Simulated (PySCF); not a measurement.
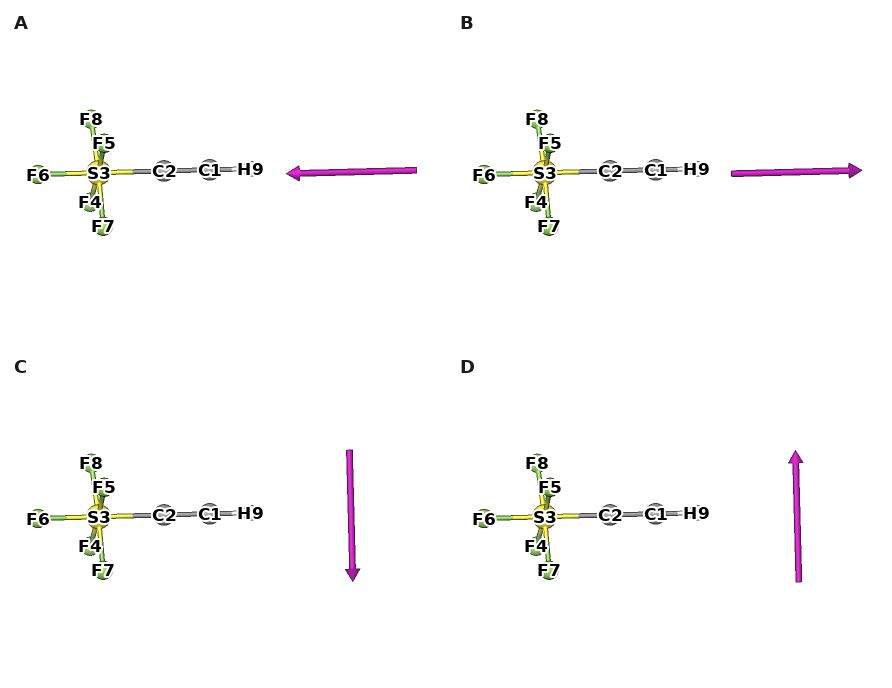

The same molecule four times, each with an arrow. The computed structure is the end point of a PBE0-D3(BJ)/def2-SVP optimisation. No frequency run is at hand to confirm it as a minimum. Level of theory: PBE0/pcSseg-2, gas phase (PySCF 2.14.0).

Which arrow points along the dipole moment, from the negative to the positive end?

B. The dipole moment is 2.76 D; it points from the side of F6 to the side of H9 (the outermost atoms at the two ends).
